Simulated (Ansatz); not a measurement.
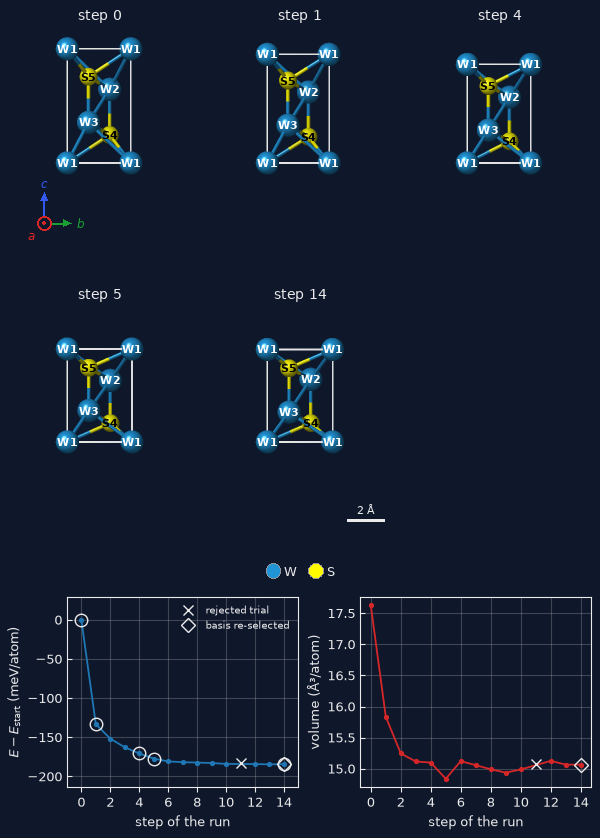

Frames of a relaxation of solid W3S2 (built on the A-type sesquioxide_164 type) (coarse preliminary run), marked on the history of the run. Style: ball-and-stick. Shown: the cell of the calculation, along the a axis.

Case: A-type sesquioxide type (P-3m1, No. 164).

Level of theory: DFT PBE, scalar-relativistic, plane waves, PAW (Ansatz).

Input
```yaml
crystal:
  lattice:
    - [4.0291171832, 0.0, 0.0]
    - [-2.0145585916, 3.4893178355, 0.0]
    - [0.0, 0.0, 6.2686518612]
  atoms:
    - { symbol: W, position: [0.0, 0.0, 0.0], spin: 1.28 }
    - { symbol: W, position: [0.3333333333, 0.6666666667, 0.645] }
    - { symbol: W, position: [0.6666666667, 0.3333333333, 0.355] }
    - { symbol: S, position: [0.3333333333, 0.6666666667, 0.245] }
    - { symbol: S, position: [0.6666666667, 0.3333333333, 0.755] }
basis:
  ecutwfc: 420
kpoints:
  mp_grid: { grid: [6, 6, 4] }
hamiltonian:
  xc: pbe
scf:
  occupations: { method: gaussian, width: 0.1 }
  lower_state_search: "off"
output:
  forces: true
  stress: true
  eigenvalues: true
  populations: true
magnetization:
  spin_polarized: true
relax:
  adjacent_minimum: "off"
  f_tol: 0.04
  max_steps: 70
  cell: { stress_tol: 0.4 }
```

Command:
```bash
ansatz run input.yaml --threads 1 --pin off --max-ram 2560MiB --backend cpu --events-out ev --progress --plain --runs-dir out
```

What happens along the run?

Answer. After 12 accepted moves (14 points after the start) the energy has fallen by 184 meV per atom. Largest force component: 0.63 eV/Å at the start, 0.017 eV/Å at the end. The pressure goes from −17.11 to −0.04 GPa. The line search rejected the trial step at point 11 of the run. At 1 point the geometry stayed and the basis and grid were re-selected for the new cell (energy shift of 0.2 meV per atom at most each time). The largest moves relative to the cell, 0.21 Å, are those of S4 and S5. S4 goes along −c. Largest moves by element: S 0.21 Å, W 0.17 Å. The volume changes by −14.5 %, with a = b 4.029 → 4.139 Å (+2.7 %), c 6.269 → 5.079 Å (−19.0 %). Near-neighbour distances that change, for instance: W2–S4 3.761 → 2.670 Å, W1–W2 3.219 → 2.896 Å, W1–S4 2.787 → 2.603 Å, W2–S4 (another image) 2.507 → 2.409 Å. New bonds form: W2–S4 (3.76 → 2.67 Å), W3–S5 (3.76 → 2.67 Å). The space group stays P-3m1 (No. 164). The program noted that the starting moments weren't kept. The run took 120 s on 1 thread of Intel(R) Xeon(R) Platinum 8488C (Sapphire Rapids) (shared host), peak memory 0.47 GiB. From step 0 to 1: W atoms move most (0.05 Å), volume −10.2 %, energy −133 meV per atom. From step 1 to 4: S atoms move most (0.12 Å), volume −4.7 %, energy −37.4 meV per atom. From step 4 to 5: S atoms move most (0.09 Å), volume −1.7 %, energy −6.5 meV per atom. From step 5 to 14: W atoms move most (0.08 Å), volume +1.5 %, energy −7.1 meV per atom.

```csv
step,"E − E(0), meV/atom","largest force component, eV/Å","pressure, GPa","volume, Å³/atom",note
0,0.00,0.6344,-17.11,17.626,
1,-133.22,0.4252,-3.15,15.836,
2,-151.66,0.4062,2.24,15.247,
3,-162.74,0.4458,2.36,15.117,
4,-170.62,0.3867,1.11,15.099,
5,-177.12,0.3728,3.68,14.839,
6,-180.77,0.0492,-0.85,15.123,
7,-181.68,0.1129,-0.14,15.057,
8,-182.25,0.0995,0.68,14.991,
9,-182.77,0.1275,1.79,14.938,
10,-183.96,0.0529,0.97,14.988,
11,-183.12,0.2223,0.27,15.073,rejected
12,-184.16,0.0607,-1.01,15.127,
13,-184.50,0.0176,-0.03,15.066,
14,-184.26,0.0174,-0.04,15.066,"same geometry, new basis"
```
